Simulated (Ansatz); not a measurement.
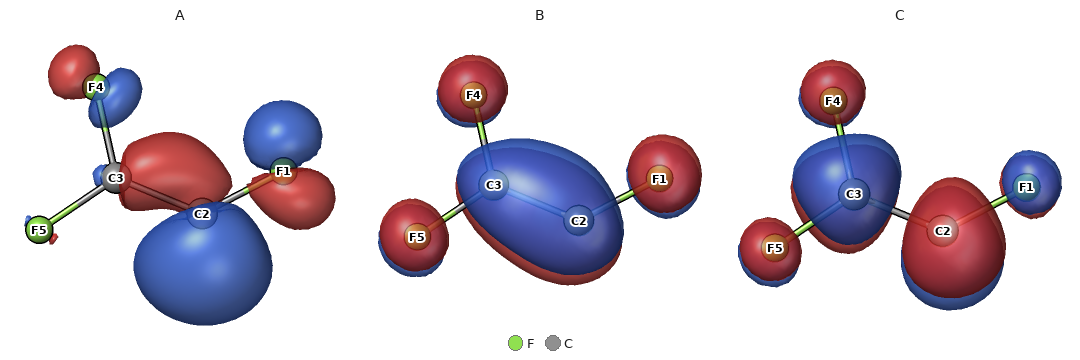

Figure 1: C2F3 (doublet). Three frontier orbitals at ±0.15 Å⁻³ᐟ² (blue and red are the two phases), in no order.

Geometry: PBE0-D4/def2-TZVP.

All numbers below come from isolated molecule in a Gaussian basis; Kohn-Sham density functional theory, functional RPBE in Ansatz 0.2.0.

```xyz
5

F     0.5777   -1.0335    1.5111
C     0.5069    0.0388    0.7857
C    -0.1265    0.2479   -0.3432
F    -0.8486   -0.6505   -0.9807
F    -0.1095    1.3972   -0.9729
```

Order the three orbitals by energy and name them. All are α orbitals.

Answer. A is the HOMO−1 (α) (−7.10 eV). By Hirshfeld shares it lies mainly on C2 (about 60 %), F1 (about 20 %) and C3 (about 10 %); it is symmetric in the molecular plane (an in-plane orbital: σ, lone-pair or in-plane π type). B is the HOMO (α) (−6.43 eV). It lies mainly on C2 (about 40 %), C3 (about 25 %), F1 (about 15 %), F5 (about 10 %) and F4 (about 10 %); it changes sign across the molecular plane (π type); π-bonding across C2–C3; π-antibonding (a node) across F1–C2, C3–F4 and C3–F5. C is the LUMO (α) (−0.38 eV). Its weight (Hirshfeld) is mainly on C3 (about 40 %), C2 (about 40 %), F4 (about 10 %), F5 (about 10 %) and F1 (about 5 %); it changes sign across the molecular plane (π type); π-antibonding (a node) across C2–C3.

What is the gap between the highest occupied and lowest empty α orbitals?

Answer. 6.05 eV between the orbital energies.
